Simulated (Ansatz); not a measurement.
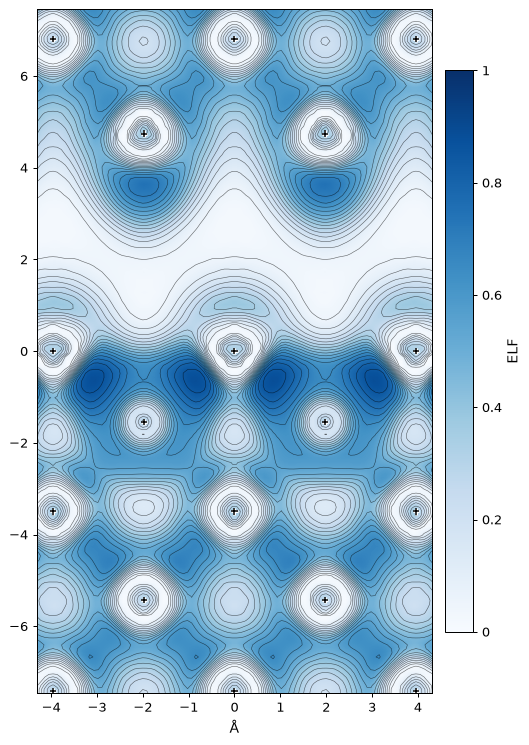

The electron localisation function on a plane through atoms (crosses mark nuclei in the plane).

Level of theory: DFT PBE, scalar-relativistic, plane waves, PAW in Ansatz 0.2.0.

Candidates:
A. Li$_{3}$TiO$_{3}$, a = 4.01 Å, b = 4.01 Å, c = 4.01 Å, α = 90.00°, β = 90.00°, γ = 90.00°. Space group Pm-3m; a generated structure, not necessarily the stable one; changed on purpose from its base cell (volume × 0.97); computed pressure about 4 GPa in this cell; computed without spin polarisation.
B. Al$_{5}$As, a = 3.96 Å, b = 3.99 Å, c = 14.23 Å, α = 90.00°, β = 90.00°, γ = 90.00°. Space group Pmm2; a generated structure, not necessarily the stable one; changed on purpose from its base cell (volume × 0.97, shape and atoms relaxed); computed pressure about 2 GPa in this cell.
C. Ti$_{2}$BN, a = 3.14 Å, b = 17.22 Å, c = 3.02 Å, α = 90.00°, β = 90.00°, γ = 90.00°. Space group Cmcm; a generated structure, not necessarily the stable one; computed without spin polarisation.

> Which candidate gave the map?

Candidate B: Al$_{5}$As on the (010) plane of the conventional cell, which holds Al and As. Al–As (2.51 Å): the ELF peaks at about 0.90 between the atoms.
